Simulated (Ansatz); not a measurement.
**Fields on a plane of TiAl (CuAu type, space group P4/mmm)**

```yaml
crystal:
  lattice:
    - [2.81292, 0.00000, 0.00000]
    - [0.00000, 2.81292, 0.00000]
    - [0.00000, 0.00000, 4.05841]
  atoms:
    - { symbol: Al, position: [0.50000, 0.50000, 0.50000] }
    - { symbol: Ti, position: [0.00000, 0.00000, 0.00000] }
```

The slice is a (010) plane (indices of the conventional cell) through the point (0.000, 0.000, 0.000) (fractional), spanned by u = [100] and v = [001] in vectors of this cell: u (2.81 Å) and v (4.06 Å, at 90° to u). It covers one period; positions are fractions (u, v).

Atoms on it: Ti at (0.00, 0.00).

Calculation: r2SCAN (plane waves to 500 eV, PAW, scalar-relativistic; Ansatz, a quantum-chemistry and plane-wave program). k mesh 16×16×12. Inside the PAW spheres the values are not all-electron values, and peaks at nuclei hang on which shells count as valence. TiAl is run without spin polarisation. TiAl was relaxed with its symmetry unable to fall.

```tsv
v \ u	0.00	0.11	0.21	0.32	0.42	0.53	0.63	0.74	0.84	0.95
0.93	0.9	0.8	0.4	-0.3	-0.6	-0.6	-0.5	0.1	0.7	0.9
0.86	0.6	0.4	0.0	-0.5	-0.6	-0.7	-0.6	-0.3	0.2	0.5
0.79	-0.2	-0.3	-0.5	-0.7	-0.7	-0.7	-0.7	-0.6	-0.4	-0.2
0.71	-0.7	-0.8	-0.7	-0.7	-0.7	-0.7	-0.7	-0.7	-0.8	-0.8
0.64	-0.9	-0.8	-0.8	-0.7	-0.7	-0.7	-0.7	-0.7	-0.8	-0.9
0.57	-0.9	-0.8	-0.8	-0.7	-0.7	-0.6	-0.7	-0.7	-0.8	-0.9
0.50	-0.9	-0.8	-0.8	-0.7	-0.7	-0.6	-0.7	-0.7	-0.8	-0.9
0.43	-0.9	-0.8	-0.8	-0.7	-0.7	-0.6	-0.7	-0.7	-0.8	-0.9
0.36	-0.9	-0.8	-0.8	-0.7	-0.7	-0.7	-0.7	-0.7	-0.8	-0.9
0.29	-0.7	-0.8	-0.7	-0.7	-0.7	-0.7	-0.7	-0.7	-0.8	-0.8
0.21	-0.2	-0.3	-0.5	-0.7	-0.7	-0.7	-0.7	-0.6	-0.4	-0.2
0.14	0.6	0.4	0.0	-0.5	-0.6	-0.7	-0.6	-0.3	0.2	0.5
0.07	0.9	0.8	0.4	-0.3	-0.6	-0.6	-0.5	0.1	0.7	0.9
0.00	1.0	0.9	0.6	-0.1	-0.6	-0.6	-0.4	0.2	0.8	1.0
```

Values: log₁₀ of the valence density in e/Å³. The scale is logarithmic, as a density can span decades between atoms and voids.

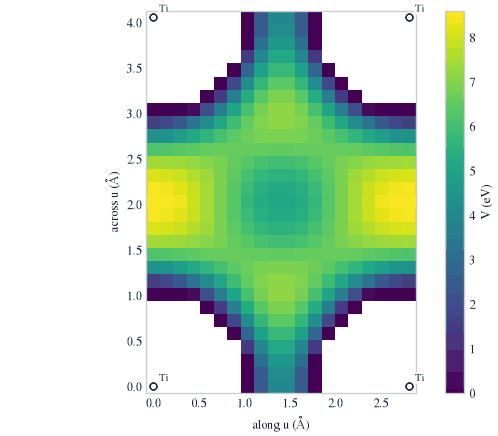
Figure. Electrostatic potential energy of an electron, from the cell's mean, in eV, one period of the plane, atoms marked. Points within 1 Å of a nucleus are left white, as the pseudised field means little there. Values under 0 eV are set to 0. The zero, the cell's mean, hangs on the PAW cores.

Density on the Ti–Ti line (2.81 Å) at its midpoint: 0.24 e/Å³
ELF at that point: 0.3
